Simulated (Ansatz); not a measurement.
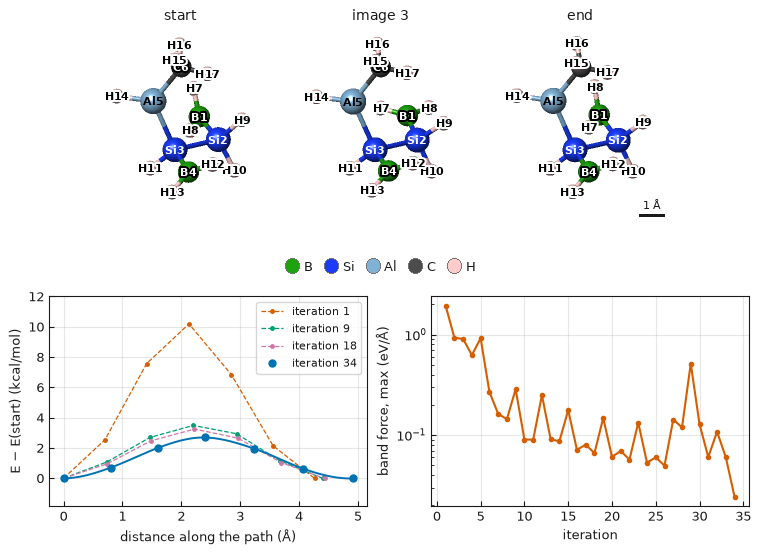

A search for the minimum-energy path of CH11AlB2Si2 by the nudged elastic band. Images are numbered from 0 (start) to 6 (end). The plot follows the band through its iterations. A ball-and-stick model, seen from a free direction.

The calculation used RKS PBE/STO-3G (Ansatz 0.2.0). Settings: 5 movable images; climbing image; force threshold 0.05 eV/Å; iteration limit 60; optimiser L-BFGS; starting path by image-dependent pair potential.

**How did the profile develop, and is the result final?**

The run is converged, with reservations. The band converged in 34 iterations. The largest component of the band force went from 1.9 to 0.024 eV/Å. The climbing image converged on the top of the path. Its curvatures weren't checked. The first iteration put the highest image at 10.19 kcal/mol. The barrier is about 2.69 kcal/mol in both directions, with image 3 at the top; the ends have nearly the same energy.

Limits of the set-up: STO-3G is a minimal basis, so the numbers are rough.
